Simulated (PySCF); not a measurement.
SMILES FC(F)(BC(F)(F)F)F at its PBE0/def2-SVP optimised geometry (Å):

```
10

B      0.4082    -0.0049     0.0000
C     -0.3914     1.3783     0.0000
F     -0.5608     1.6848     1.3032
F     -1.5937     1.3285    -0.5725
F      0.2806     2.3805    -0.5692
C     -0.3872    -1.3907    -0.0012
F      0.2729    -2.3805     0.6032
F     -0.5158    -1.7162    -1.3044
F     -1.6066    -1.3411     0.5335
H      1.6066    -0.0049     0.0000
```

Computed with PBE0/def2-TZVP run with PySCF. Cells within 0.4 Å of a nucleus heavier than hydrogen are left out (blank, or x).

Map of the electrostatic potential (hartree/e), clipped to [-0.08, 0.12] on the plane z = 1.0 Å:

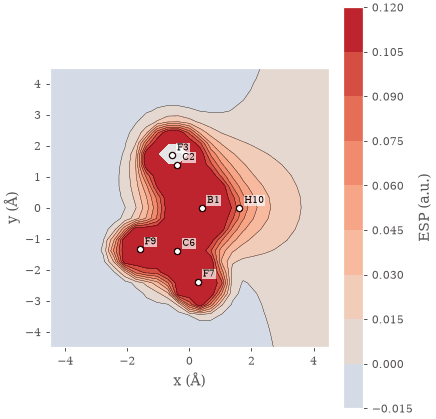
Figure. Electrostatic potential (hartree/e), clipped to [-0.08, 0.12] on the plane z = 1.0 Å.
